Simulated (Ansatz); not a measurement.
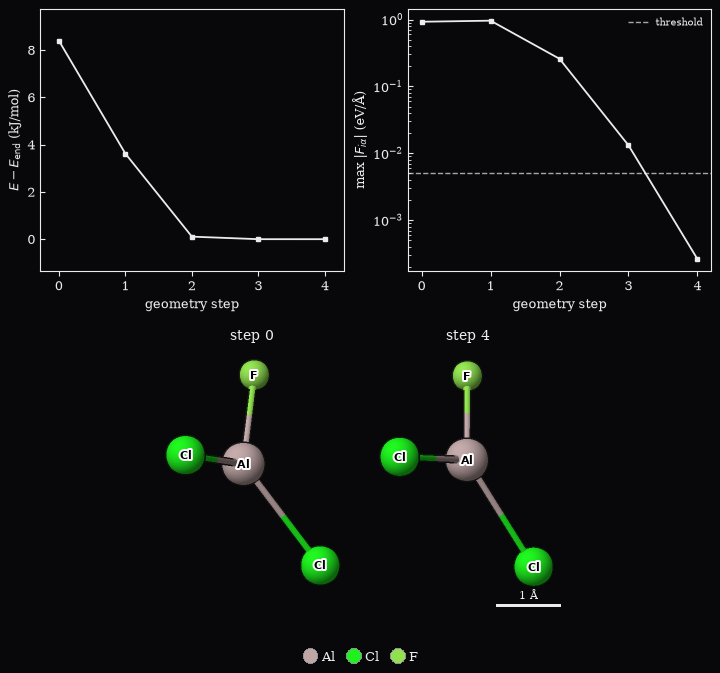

First and last geometry of a relaxation of AlCl$_{2}$F, with the history of the run. Style: ball-and-stick. Shown from a free direction.

It is one of the separated products of a reaction.

Method: RKS PBE0-D4/def2-TZVP in Ansatz. Settings: force threshold 0.005 eV/Å; at most 200 steps.

Q: What do the curves and the structures tell?

A: It converged. The atom that moves furthest after the best rigid fit is the Al atom (0.15 Å). Largest moves by element: Al 0.15 Å, F 0.06 Å, Cl 0.05 Å. Some distances before and after: Al–F 1.662 → 1.633 Å, Al–Cl 2.072 → 2.065 Å. Among the angles between lasting bonds that change: Cl–Al–F 117.1° → 119.2°. The energy falls by 8.41 kJ/mol in 4 geometry steps. The largest force component goes from 0.93 to 0.00026 eV/Å. The run took 8.5 s on 4 threads of Arm Neoverse V1, on a shared host.
